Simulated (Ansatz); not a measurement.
**AlB2H8NSi: two geometries relaxed**

Are the two ends of the inversion of the pyramid at N5 separate minima, and which lies lower? Each is relaxed from a guess. SMILES of the start: BB[SiH2][AlH][NH2].

Program: Ansatz 0.2.0. Level of theory: RHF/6-31G. These are calculated values, not measurements.

## Step 1: The starting structure

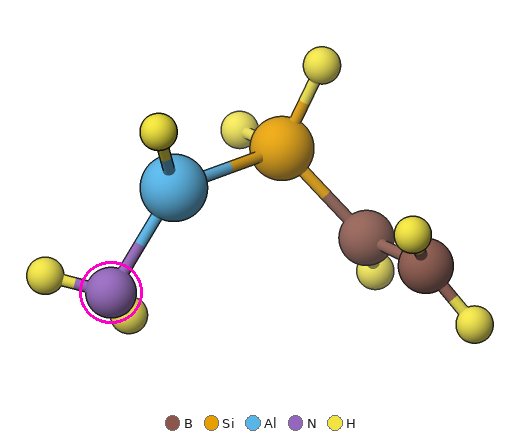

The starting structure, seen from a free direction (boron brown, silicon amber, aluminium blue, nitrogen purple, hydrogen yellow). Ringed: N5.

Coordinates:

```xyz
13

B    -1.1445   -2.0122   -1.0338
B     0.3568   -1.3975   -0.9953
Si    1.0230   -0.6010    0.6204
Al   -0.1574    1.3045    1.1902
N    -0.3749    2.7337   -0.0621
H    -1.6116   -2.4320   -2.0412
H    -1.8587   -1.8873   -0.0878
H     1.0869   -1.4529   -1.9580
H     0.9956   -1.5677    1.7688
H     2.4539   -0.1932    0.4417
H    -0.9967    1.3637    2.6200
H     0.2436    2.5060   -0.8464
H     0.0046    3.6013    0.3983
```

## Step 2: End point A

File input.yaml:

```yaml
crystal:
  periodic: [false, false, false]
  atoms:
    - { symbol: B, position_ang: [-1.1445, -2.0122, -1.0338] }
    - { symbol: B, position_ang: [0.3568, -1.3975, -0.9953] }
    - { symbol: Si, position_ang: [1.023, -0.601, 0.6204] }
    - { symbol: Al, position_ang: [-0.1574, 1.3045, 1.1902] }
    - { symbol: "N", position_ang: [-0.3749, 2.7337, -0.0621] }
    - { symbol: H, position_ang: [-1.6116, -2.432, -2.0412] }
    - { symbol: H, position_ang: [-1.8587, -1.8873, -0.0878] }
    - { symbol: H, position_ang: [1.0869, -1.4529, -1.958] }
    - { symbol: H, position_ang: [0.9956, -1.5677, 1.7688] }
    - { symbol: H, position_ang: [2.4539, -0.1932, 0.4417] }
    - { symbol: H, position_ang: [-0.9967, 1.3637, 2.62] }
    - { symbol: H, position_ang: [0.2436, 2.506, -0.8464] }
    - { symbol: H, position_ang: [0.0046, 3.6013, 0.3983] }
basis:
  gaussian: { orbitals: "6-31G" }
hamiltonian:
  xc: hf
relax:
  f_tol: 0.015
  max_steps: 40
```

On the command line:

```bash
ansatz run input.yaml --threads 1 --pin off --max-ram 2048MiB --backend cpu --events-out ev --progress --plain --runs-dir out
```

Standard output (excerpt; [...] marks lines left out):

```text
Warning: RAYON_NUM_THREADS=1 ignored (pool sized by the plan → 1); use --threads N
[...]
Functional definition: HF
[...]
971 factors; integrals over basis functions are off by at most 2.2e-4 eV
[...]
mean field -17390.98328154 eV, -639.1068475648 hartree, gradient 2.1e-5 eV, S^2 0.000000; 0 other end points of the search recorded, 0 dependent functions left out
[...]
reference -17390.98328154 eV, -639.1068475648 hartree; 26, 26 occupied and 43, 43 virtual orbitals, 971 factors
relax step   1: F+E_penalty+E_count = -17390.98328154 eV  Δ(F+E_penalty+E_count) = +0.000e0 eV  max|allowed force component| = 2.833e0 eV/Å  Δτ_max = 0.0000 Å  (38 SCF iters, accepted)
[...]
relax step   7: F+E_penalty+E_count = -17392.70439324 eV  Δ(F+E_penalty+E_count) = -1.117e-1 eV  max|allowed force component| = 6.835e-1 eV/Å  Δτ_max = 0.1971 Å  (30 SCF iters, accepted)
[...]
relax step  13: F+E_penalty+E_count = -17392.98476625 eV  Δ(F+E_penalty+E_count) = -3.060e-3 eV  max|allowed force component| = 2.470e-1 eV/Å  Δτ_max = 0.0326 Å  (23 SCF iters, accepted)
[...]
relax step  19: F+E_penalty+E_count = -17392.99466254 eV  Δ(F+E_penalty+E_count) = -2.047e-4 eV  max|allowed force component| = 1.602e-2 eV/Å  Δτ_max = 0.0153 Å  (25 SCF iters, accepted)
[...]
relax step  23: F+E_penalty+E_count = -17392.99518478 eV  Δ(F+E_penalty+E_count) = -7.949e-5 eV  max|allowed force component| = 4.566e-2 eV/Å  Δτ_max = 0.0335 Å  (24 SCF iters, accepted)
relax step  24: F+E_penalty+E_count = -17392.99497131 eV  Δ(F+E_penalty+E_count) = +2.135e-4 eV  max|allowed force component| = 9.949e-2 eV/Å  Δτ_max = 0.0672 Å  (23 SCF iters, rejected (line search))
```

## Step 3: The log goes on: end point A relaxed

The log, continued (excerpt; [...] marks lines left out):

```text
relax step  25: F+E_penalty+E_count = -17392.99531109 eV  Δ(F+E_penalty+E_count) = -1.263e-4 eV  max|allowed force component| = 3.762e-2 eV/Å  Δτ_max = 0.0329 Å  (24 SCF iters, accepted)
[...]
relax step  29: F+E_penalty+E_count = -17392.99581898 eV  Δ(F+E_penalty+E_count) = -1.045e-4 eV  max|allowed force component| = 3.409e-2 eV/Å  Δτ_max = 0.0293 Å  (24 SCF iters, accepted)
[...]
relax step  33: F+E_penalty+E_count = -17392.99571891 eV  Δ(F+E_penalty+E_count) = +4.049e-4 eV  max|allowed force component| = 9.305e-2 eV/Å  Δτ_max = 0.0778 Å  (24 SCF iters, rejected (line search))
[...]
relax step  37: F+E_penalty+E_count = -17392.99648291 eV  Δ(F+E_penalty+E_count) = -2.701e-5 eV  max|allowed force component| = 3.559e-2 eV/Å  Δτ_max = 0.0038 Å  (25 SCF iters, accepted)
[...]
Atom 3 at     0.121354     1.532929     1.384533 Å, force     0.002253     0.004805    -0.006748 eV/Å
Atom 4 at    -0.057873     2.812345     0.145133 Å, force    -0.004364    -0.002671    -0.002797 eV/Å
Atom 5 at    -0.933503    -3.471379    -1.413115 Å, force    -0.000609    -0.003258     0.002429 eV/Å
Atom 6 at    -2.258510    -1.955293    -1.157060 Å, force     0.000057     0.000658     0.002037 eV/Å
Atom 7 at     0.620693    -0.710882    -2.067486 Å, force    -0.001182    -0.000435     0.004627 eV/Å
Atom 8 at     0.621085    -1.702854     1.779890 Å, force    -0.001669    -0.002607     0.001925 eV/Å
Atom 9 at     2.440482    -0.659241     0.598375 Å, force     0.002425    -0.000238     0.000605 eV/Å
Atom 10 at    -0.271588     1.933918     2.883649 Å, force     0.000423     0.000561    -0.002873 eV/Å
Atom 11 at     0.154657     2.715438    -0.824379 Å, force    -0.000465    -0.001605     0.014669 eV/Å
Atom 12 at    -0.380299     3.734548     0.348318 Å, force     0.001687    -0.000570    -0.002714 eV/Å
Dipole moment:    -0.050684     0.234604    -0.215438 e Å
```

Run time: 2.8 min. Hardware: 1 thread of Intel Xeon Platinum 8259CL at 2.50GHz (Skylake/Cascade Lake), shared host; peak memory 0.17 GiB.

The steps of the relaxation, one in 2:

| step | energy from step 1 (eV) | largest force component (eV/Å) |
| --- | --- | --- |
| 1 | 0.0000 | 2.8328 |
| 3 | -1.0980 | 3.4054 |
| 5 | -1.4871 | 0.6613 |
| 7 | -1.7211 | 0.6835 |
| 9 | -1.9357 | 0.2713 |
| 11 | -1.9829 | 0.4695 |
| 13 | -2.0015 | 0.2470 |
| 15 | -2.0079 | 0.1955 |
| 17 | -2.0110 | 0.0445 |
| 19 | -2.0114 | 0.0160 |
| 21 | -2.0117 | 0.0322 |
| 23 | -2.0119 | 0.0457 |
| 25 | -2.0120 | 0.0376 |
| 27 | -2.0124 | 0.0355 |
| 29 | -2.0125 | 0.0341 |
| 31 | -2.0127 | 0.0271 |
| 33x | -2.0124 | 0.0930 |
| 35 | -2.0129 | 0.0674 |
| 37 | -2.0132 | 0.0356 |
| 39 | -2.0133 | 0.0192 |
| 40 | -2.0133 | 0.0147 |

Step 1 is the start. 4 steps were tried and not accepted (marked x).

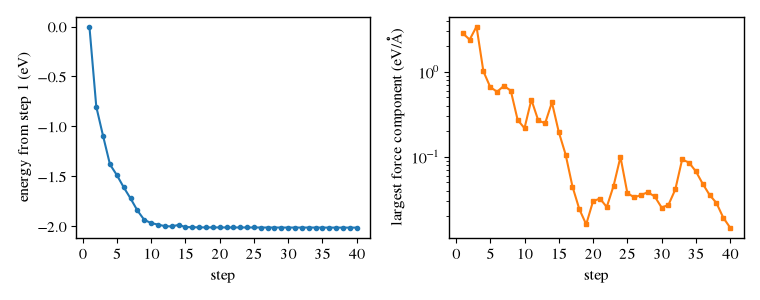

How energy and force went from step to step.

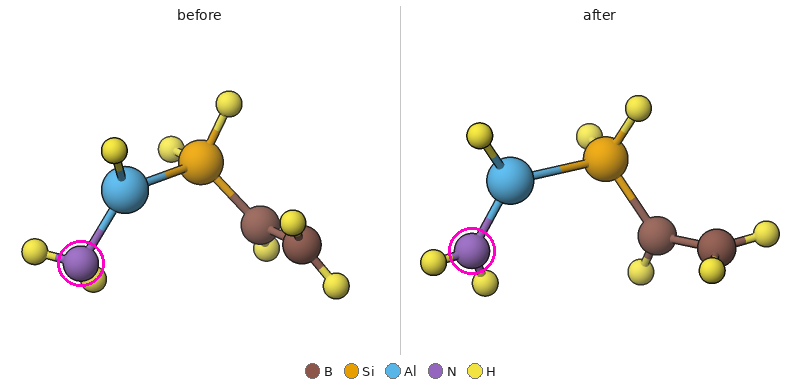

Before and after, at one scale.

After: Bond lengths: B1–B2 1.658 Å, B2–Si3 2.047 Å, Si3–Al4 2.489 Å, Al4–N5 1.790 Å, B1–H6 1.192 Å, B1–H7 1.193 Å, B2–H8 1.193 Å, Si3–H9 1.501 Å, Si3–H10 1.503 Å, Al4–H11 1.601 Å, N5–H12 0.997 Å, N5–H13 0.998 Å. Angles (14 of 18 angles, heavy atoms first): B1–B2–Si3 122.4°, B2–Si3–Al4 110.4°, Si3–Al4–N5 119.1°, B1–B2–H8 121.7°, Si3–B2–H8 115.9°, B2–B1–H6 121.1°, B2–B1–H7 122.2°, B2–Si3–H9 112.6°, B2–Si3–H10 109.9°, Al4–Si3–H9 109.0°, Al4–Si3–H10 108.3°, Si3–Al4–H11 124.5°, N5–Al4–H11 116.4°, Al4–N5–H12 125.6°.

## Step 4: End point B

The second end starts from a geometry with the move made by hand.

input.yaml, as its differences from that of step 2:

```diff
@@ -14,4 +14,4 @@
     - { symbol: H, position_ang: [-0.9967, 1.3637, 2.62] }
-    - { symbol: H, position_ang: [0.2436, 2.506, -0.8464] }
-    - { symbol: H, position_ang: [0.0046, 3.6013, 0.3983] }
+    - { symbol: H, position_ang: [-0.78249, 2.30443, -0.89823] }
+    - { symbol: H, position_ang: [-1.09648, 3.385, 0.34268] }
 basis:
```

On the command line:

```bash
ansatz run input.yaml --threads 1 --pin off --max-ram 2048MiB --backend cpu --events-out ev --progress --plain --runs-dir out
```

Standard output (excerpt; [...] marks lines left out):

```text
Warning: RAYON_NUM_THREADS=1 ignored (pool sized by the plan → 1); use --threads N
[...]
[... 1 set-up line as earlier in the session ...]
[...]
971 factors; integrals over basis functions are off by at most 2.2e-4 eV
[...]
mean field -17390.97782850 eV, -639.1066471693 hartree, gradient 2.1e-5 eV, S^2 0.000000; 0 other end points of the search recorded, 0 dependent functions left out
[...]
reference -17390.97782850 eV, -639.1066471693 hartree; 26, 26 occupied and 43, 43 virtual orbitals, 971 factors
relax step   1: F+E_penalty+E_count = -17390.97782850 eV  Δ(F+E_penalty+E_count) = +0.000e0 eV  max|allowed force component| = 2.642e0 eV/Å  Δτ_max = 0.0000 Å  (34 SCF iters, accepted)
[...]
relax step   4: F+E_penalty+E_count = -17392.37162858 eV  Δ(F+E_penalty+E_count) = -2.800e-1 eV  max|allowed force component| = 6.696e-1 eV/Å  Δτ_max = 0.1703 Å  (31 SCF iters, accepted)
[...]
relax step   7: F+E_penalty+E_count = -17392.69920061 eV  Δ(F+E_penalty+E_count) = -1.376e-1 eV  max|allowed force component| = 6.753e-1 eV/Å  Δτ_max = 0.1958 Å  (29 SCF iters, accepted)
[...]
relax step  10: F+E_penalty+E_count = -17392.93256462 eV  Δ(F+E_penalty+E_count) = -2.889e-2 eV  max|allowed force component| = 4.229e-1 eV/Å  Δτ_max = 0.2000 Å  (30 SCF iters, accepted)
[...]
relax step  13: F+E_penalty+E_count = -17392.99023114 eV  Δ(F+E_penalty+E_count) = -1.202e-2 eV  max|allowed force component| = 1.446e-1 eV/Å  Δτ_max = 0.1899 Å  (30 SCF iters, accepted)
[...]
relax step  14: F+E_penalty+E_count = -17392.97847813 eV  Δ(F+E_penalty+E_count) = +1.175e-2 eV  max|allowed force component| = 4.316e-1 eV/Å  Δτ_max = 0.0775 Å  (25 SCF iters, rejected (line search))
```

## Step 5: More of the same log: end point B relaxed

Output, continued:

```text
these checks for a lower state are left out or cut short: starts, cluster_reference, orbital_swaps, neighbouring_geometries, increment
971 factors; integrals over basis functions are off by at most 2.3e-4 eV
mean field -17392.99500145 eV, -639.1807769077 hartree, gradient 1.8e-5 eV, S^2 0.000000; 0 other end points of the search recorded, 0 dependent functions left out
the calculation of the forces begins
reference -17392.99500145 eV, -639.1807769077 hartree; 26, 26 occupied and 43, 43 virtual orbitals, 971 factors
relax step  15: F+E_penalty+E_count = -17392.99500145 eV  Δ(F+E_penalty+E_count) = -4.770e-3 eV  max|allowed force component| = 5.588e-2 eV/Å  Δτ_max = 0.0388 Å  (24 SCF iters, accepted)
these checks for a lower state are left out or cut short: starts, cluster_reference, orbital_swaps, neighbouring_geometries, increment
971 factors; integrals over basis functions are off by at most 2.3e-4 eV
mean field evaluation 96: about -17392.9957 eV, gradient 2.5e-2 eV
mean field -17392.99567339 eV, -639.1808016013 hartree, gradient 1.9e-5 eV, S^2 0.000000; 0 other end points of the search recorded, 0 dependent functions left out
the calculation of the forces begins
reference -17392.99567339 eV, -639.1808016013 hartree; 26, 26 occupied and 43, 43 virtual orbitals, 971 factors
relax step  16: F+E_penalty+E_count = -17392.99567339 eV  Δ(F+E_penalty+E_count) = -6.719e-4 eV  max|allowed force component| = 8.219e-2 eV/Å  Δτ_max = 0.0551 Å  (24 SCF iters, accepted)
these checks for a lower state are left out or cut short: starts, cluster_reference, orbital_swaps, neighbouring_geometries, increment
971 factors; integrals over basis functions are off by at most 2.3e-4 eV
mean field -17392.99579506 eV, -639.1808060726 hartree, gradient 2.7e-5 eV, S^2 0.000000; 0 other end points of the search recorded, 0 dependent functions left out
the calculation of the forces begins
reference -17392.99579506 eV, -639.1808060726 hartree; 26, 26 occupied and 43, 43 virtual orbitals, 971 factors
relax step  17: F+E_penalty+E_count = -17392.99579506 eV  Δ(F+E_penalty+E_count) = -1.217e-4 eV  max|allowed force component| = 7.489e-2 eV/Å  Δτ_max = 0.0390 Å  (23 SCF iters, accepted)
these checks for a lower state are left out or cut short: starts, cluster_reference, orbital_swaps, neighbouring_geometries, increment
971 factors; integrals over basis functions are off by at most 2.3e-4 eV
mean field -17392.99535638 eV, -639.1807899515 hartree, gradient 2.4e-5 eV, S^2 0.000000; 0 other end points of the search recorded, 0 dependent functions left out
the calculation of the forces begins
reference -17392.99535638 eV, -639.1807899515 hartree; 26, 26 occupied and 43, 43 virtual orbitals, 971 factors
relax step  18: F+E_penalty+E_count = -17392.99535638 eV  Δ(F+E_penalty+E_count) = +4.387e-4 eV  max|allowed force component| = 7.164e-2 eV/Å  Δτ_max = 0.0474 Å  (23 SCF iters, rejected (line search))
these checks for a lower state are left out or cut short: starts, cluster_reference, orbital_swaps, neighbouring_geometries, increment
971 factors; integrals over basis functions are off by at most 2.3e-4 eV
mean field -17392.99620916 eV, -639.1808212903 hartree, gradient 2.3e-5 eV, S^2 0.000000; 0 other end points of the search recorded, 0 dependent functions left out
the calculation of the forces begins
reference -17392.99620916 eV, -639.1808212903 hartree; 26, 26 occupied and 43, 43 virtual orbitals, 971 factors
relax step  19: F+E_penalty+E_count = -17392.99620916 eV  Δ(F+E_penalty+E_count) = -4.141e-4 eV  max|allowed force component| = 4.764e-2 eV/Å  Δτ_max = 0.0157 Å  (24 SCF iters, accepted)
these checks for a lower state are left out or cut short: starts, cluster_reference, orbital_swaps, neighbouring_geometries, increment
971 factors; integrals over basis functions are off by at most 2.3e-4 eV
mean field -17392.99613700 eV, -639.1808186386 hartree, gradient 2.3e-5 eV, S^2 0.000000; 0 other end points of the search recorded, 0 dependent functions left out
the calculation of the forces begins
reference -17392.99613700 eV, -639.1808186386 hartree; 26, 26 occupied and 43, 43 virtual orbitals, 971 factors
relax step  20: F+E_penalty+E_count = -17392.99613700 eV  Δ(F+E_penalty+E_count) = +7.216e-5 eV  max|allowed force component| = 3.994e-2 eV/Å  Δτ_max = 0.0178 Å  (24 SCF iters, rejected (line search))
these checks for a lower state are left out or cut short: starts, cluster_reference, orbital_swaps, neighbouring_geometries, increment
971 factors; integrals over basis functions are off by at most 2.3e-4 eV
mean field -17392.99636875 eV, -639.1808271551 hartree, gradient 2.1e-5 eV, S^2 0.000000; 0 other end points of the search recorded, 0 dependent functions left out
the calculation of the forces begins
reference -17392.99636875 eV, -639.1808271551 hartree; 26, 26 occupied and 43, 43 virtual orbitals, 971 factors
relax step  21: F+E_penalty+E_count = -17392.99636875 eV  Δ(F+E_penalty+E_count) = -1.596e-4 eV  max|allowed force component| = 2.429e-2 eV/Å  Δτ_max = 0.0088 Å  (25 SCF iters, accepted)
these checks for a lower state are left out or cut short: starts, cluster_reference, orbital_swaps, neighbouring_geometries, increment
971 factors; integrals over basis functions are off by at most 2.3e-4 eV
mean field evaluation 128: about -17392.9965 eV, gradient 2.1e-5 eV
mean field -17392.99647322 eV, -639.1808309944 hartree, gradient 2.1e-5 eV, S^2 0.000000; 0 other end points of the search recorded, 0 dependent functions left out
the calculation of the forces begins
reference -17392.99647322 eV, -639.1808309944 hartree; 26, 26 occupied and 43, 43 virtual orbitals, 971 factors
relax step  22: F+E_penalty+E_count = -17392.99647322 eV  Δ(F+E_penalty+E_count) = -1.045e-4 eV  max|allowed force component| = 1.356e-2 eV/Å  Δτ_max = 0.0146 Å  (24 SCF iters, accepted)
971 factors; integrals over basis functions are off by at most 2.3e-4 eV
mean field -17392.99647322 eV, -639.1808309944 hartree, gradient 2.1e-5 eV, S^2 0.000000; 1 other end points of the search recorded, 0 dependent functions left out
the calculation of the forces begins
reference -17392.99647322 eV, -639.1808309944 hartree; 26, 26 occupied and 43, 43 virtual orbitals, 971 factors
Total energy: -17392.99647322 eV, -639.1808309944 hartree
Atom 0 at    -1.112084    -2.429841    -1.203635 Å, force     0.002000     0.007096    -0.002097 eV/Å
Atom 1 at     0.054228    -1.254359    -1.133347 Å, force     0.006660     0.004773     0.008228 eV/Å
Atom 2 at     0.892120    -0.646520     0.633259 Å, force     0.002853    -0.013562    -0.005771 eV/Å
Atom 3 at    -0.138226     1.492983     1.374481 Å, force    -0.004918     0.010472     0.006580 eV/Å
Atom 4 at    -0.496233     2.752564     0.154510 Å, force    -0.002811     0.001248    -0.002670 eV/Å
Atom 5 at    -0.828475    -3.573395    -1.384989 Å, force    -0.000457    -0.004439     0.001724 eV/Å
Atom 6 at    -2.268905    -2.183292    -1.046860 Å, force    -0.003092    -0.004492    -0.000422 eV/Å
Atom 7 at     0.425517    -0.677577    -2.109158 Å, force    -0.001114    -0.000380    -0.003471 eV/Å
Atom 8 at     0.739042    -1.664316     1.725705 Å, force     0.001736    -0.002428    -0.002066 eV/Å
Atom 9 at     2.368204    -0.426478     0.454207 Å, force    -0.002989    -0.002512     0.001626 eV/Å
Atom 10 at    -0.526096     1.839676     2.888376 Å, force     0.003037    -0.002022    -0.001146 eV/Å
Atom 11 at    -0.304341     2.685844    -0.821572 Å, force     0.000736    -0.000899     0.000945 eV/Å
Atom 12 at    -0.911323     3.632240     0.376373 Å, force    -0.001641     0.007144    -0.001462 eV/Å
Dipole moment:    -0.080505     0.226761    -0.210526 e Å
```

Run time: 91 s. Hardware: 1 thread of Intel Xeon Platinum 8259CL at 2.50GHz (Skylake/Cascade Lake), shared host; peak memory 0.17 GiB.

Step by step:

| step | energy from step 1 (eV) | largest force component (eV/Å) |
| --- | --- | --- |
| 1 | 0.0000 | 2.6419 |
| 2 | -0.7704 | 2.5080 |
| 3 | -1.1138 | 3.4816 |
| 4 | -1.3938 | 0.6696 |
| 5 | -1.4908 | 0.7522 |
| 6 | -1.5838 | 1.1601 |
| 7 | -1.7214 | 0.6753 |
| 8 | -1.8633 | 0.4198 |
| 9 | -1.9258 | 0.2728 |
| 10 | -1.9547 | 0.4229 |
| 11 | -1.9960 | 0.1715 |
| 12 | -2.0004 | 0.2351 |
| 13 | -2.0124 | 0.1446 |
| 14x | -2.0006 | 0.4316 |
| 15 | -2.0172 | 0.0559 |
| 16 | -2.0178 | 0.0822 |
| 17 | -2.0180 | 0.0749 |
| 18x | -2.0175 | 0.0716 |
| 19 | -2.0184 | 0.0476 |
| 20x | -2.0183 | 0.0399 |
| 21 | -2.0185 | 0.0243 |
| 22 | -2.0186 | 0.0136 |

Step 1 is the start. 3 steps were tried and not accepted (marked x).

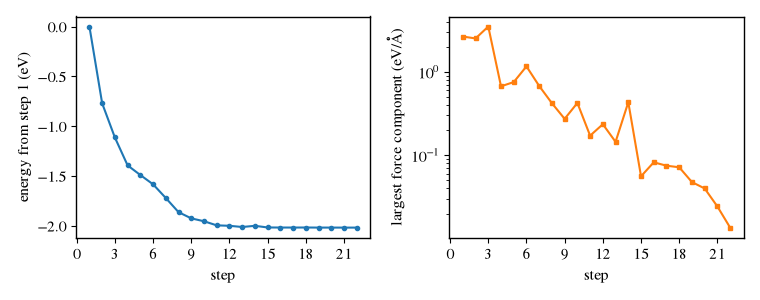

How energy and force went from step to step.

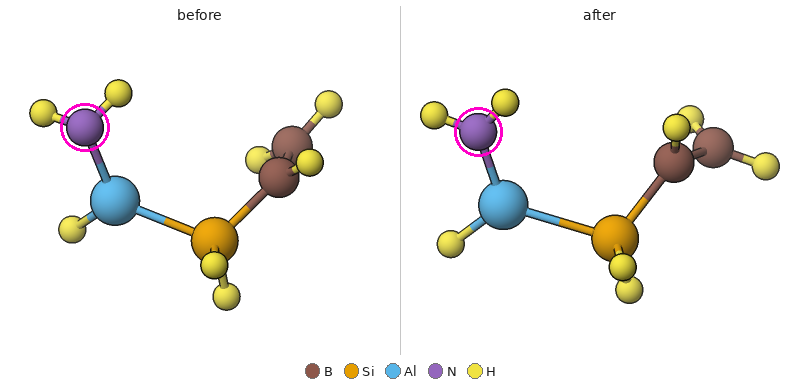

Before and after, at one scale.

After: Bond lengths: B1–B2 1.657 Å, B2–Si3 2.048 Å, Si3–Al4 2.488 Å, Al4–N5 1.790 Å, B1–H6 1.192 Å, B1–H7 1.193 Å, B2–H8 1.193 Å, Si3–H9 1.501 Å, Si3–H10 1.503 Å, Al4–H11 1.601 Å, N5–H12 0.997 Å, N5–H13 0.998 Å. Angles (14 of 18 angles, heavy atoms first): B1–B2–Si3 122.4°, B2–Si3–Al4 110.1°, Si3–Al4–N5 119.0°, B1–B2–H8 121.8°, Si3–B2–H8 115.8°, B2–B1–H6 121.3°, B2–B1–H7 122.0°, B2–Si3–H9 112.6°, B2–Si3–H10 110.0°, Al4–Si3–H9 108.9°, Al4–Si3–H10 108.4°, Si3–Al4–H11 124.6°, N5–Al4–H11 116.3°, Al4–N5–H12 125.6°.

## Step 6: Summary of results

| quantity | value |
| --- | --- |
| end A | 35 moves, 2.013 eV lower |
| end B | 18 moves, 2.019 eV lower |
| largest difference between the ends | 0.05 Å |
| end B relative to end A | +0.000 eV |

**Reading.** The two relaxations end at one structure, within 0.05 Å: no second minimum was found from this start, which doesn't rule one out. In so small a basis the energies are only a sketch.
